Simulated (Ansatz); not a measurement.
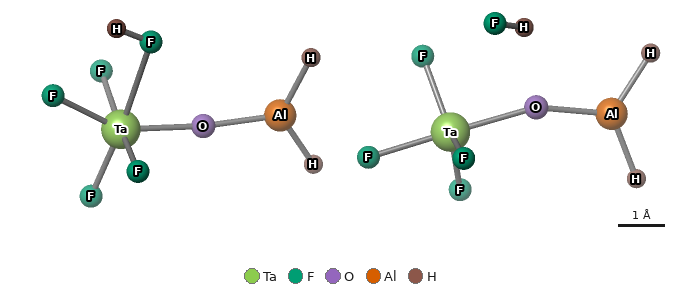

Two geometries of TaAlH3OF5, drawn at one scale. One is the start of a relaxation, the other its converged end. Style: ball-and-stick. Shown at a tilt.

Theory: Ansatz 0.2.0, RHF/def2-SVP. Settings: no spin polarisation; force threshold 0.03 eV/Å; at most 50 steps.

Which geometry has the lower energy?

Answer. The left one is the relaxed one. The run prepares an end point of a later path (reaction) calculation, from a guessed geometry. The atom that moves furthest after the best rigid fit is an F atom (1.65 Å). By element the largest moves are F 1.65 Å, H 1.58 Å, O 0.50 Å, Ta 0.24 Å, Al 0.20 Å. Some distances before and after: F–Ta 3.126 → 2.386 Å, H–Ta 3.021 → 2.782 Å, O–Ta 1.966 → 1.859 Å, F–Ta 1.856 → 1.891 Å. New bonds form, among them: F–Ta (3.13 → 2.39 Å). Bond angles that change, for instance: F–Ta–F 128.0° → 166.1°, F–Ta–O 178.9° → 148.9°, F–Ta–F 116.6° → 96.1°. Over 27 accepted moves (30 points after the start) the energy falls by 0.612 eV. The largest force component goes from 1.4 to 0.02 eV/Å. The line search rejected the trial steps at points 9, 17, 19 of the run. Cost: 110 s on 4 threads of Intel(R) Xeon(R) Platinum 8259CL CPU @ 2.50GHz (Skylake/Cascade Lake), with other jobs on the host, peak memory 0.46 GiB.

Limits of the set-up: the start holds two separate molecules, 2.2 Å apart at their closest, whose relative position is a soft coordinate and is computed without a dispersion correction; Hartree-Fock leaves out electron correlation.
